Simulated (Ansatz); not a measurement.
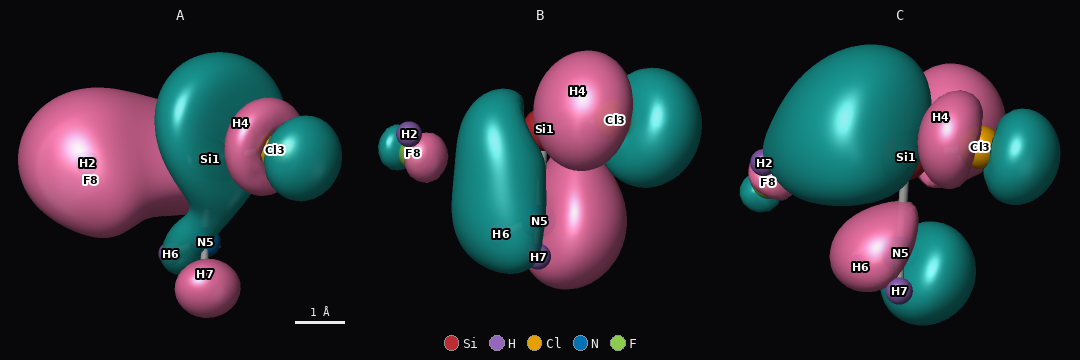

The picture shows: ClH₃NSi···HF (doublet). Three frontier orbitals at ±0.08 Å⁻³ᐟ² (teal and pink are the two phases), in no order.

Method: UKS PBE-D4/def2-SVP in Ansatz.

Input file:

```
crystal:
  periodic: [false, false, false]
  atoms:
    - { symbol: Si, position_ang: [0.0, 0.0, 0.0] }
    - { symbol: H, position_ang: [0.0, 0.0, 1.71] }
    - { symbol: Cl, position_ang: [2.0086, 0.0, -0.7093] }
    - { symbol: H, position_ang: [-0.6877, 1.1914, -0.4862] }
    - { symbol: "N", position_ang: [-0.8572, -1.4851, -0.6061] }
    - { symbol: H, position_ang: [-1.3922, -2.1014, 0.0704] }
    - { symbol: H, position_ang: [-0.8219, -1.7344, -1.6357] }
    - { symbol: F, position_ang: [0.0, 0.0, 2.93] }
magnetization:
  spin_polarized: true
  initial_magnetization: 1
basis:
  gaussian: { orbitals: def2-SVP }
hamiltonian:
  xc: pbe
  dispersion: d4
relax:
  f_tol: 0.15
  max_steps: 25
  restrain:
    - { distance: [1, 7], at: 0.92, k: 30.0 }
    - { distance: [0, 1], at: 2.66, k: 30.0 }
output:
  orbitals: {}
```

Run with:

```sh
ansatz run input.yaml --threads 2 --pin off --max-ram 3072MiB --backend cpu --events-out ev --progress --plain --runs-dir out
```

The fields are those of the run's last geometry, not of the input's.

Order the three orbitals by energy and name them. All are α orbitals.

B is the HOMO−1 (α) (−7.13 eV). Its weight (Hirshfeld) is mainly on N5 (about 45 %), Cl3 (about 35 %) and Si1 (about 10 %); largely a combination of lone pairs on N5 and Cl3. C is the HOMO (α) (−4.62 eV). It lies mainly on Si1 (about 50 %), N5 (about 20 %), Cl3 (about 10 %) and H4 (about 10 %). A is the LUMO (α) (−0.51 eV). By Hirshfeld shares it lies mainly on Si1 (about 40 %), H2 (about 15 %), Cl3 (about 15 %) and F8 (about 10 %).

What is the gap between the highest occupied and lowest empty α orbitals?

4.11 eV between the orbital energies.
